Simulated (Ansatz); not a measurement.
# A computed series for WSi2: response to strain

Consider WSi2 (space group I4/mmm, No. 139; a = 3.211 Å, c = 7.805 Å; relaxed with 0.1 eV smearing). Axes: x, y, z lie along a, b, c of the conventional cell.

Strains are applied to the cell and any free atomic positions relax; under biaxial strain the out-of-plane vector relaxes too.

Method: r2SCAN (Ansatz, a program for electronic structure; PAW; 500 eV plane waves; no spin-orbit coupling).

Notes on the quantities. in-plane stress: mean in-plane stress (compression positive).

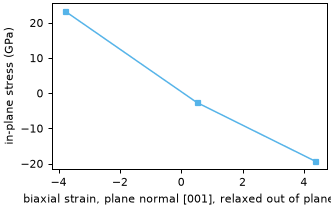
Fig. 1. in-plane stress against biaxial strain, plane normal [001], relaxed out of plane

Problem. From the plot, what is the in-plane stress for biaxial strain +4.36 %, plane normal [001], relaxed out of plane?

Solution. About -19 GPa.

Problem. Is the trend monotonic over the range shown?

Solution. Yes, it falls throughout, spanning -19.3 GPa to +23.3 GPa.

No phonon test of stability was made. The final runs are not spin-polarised.
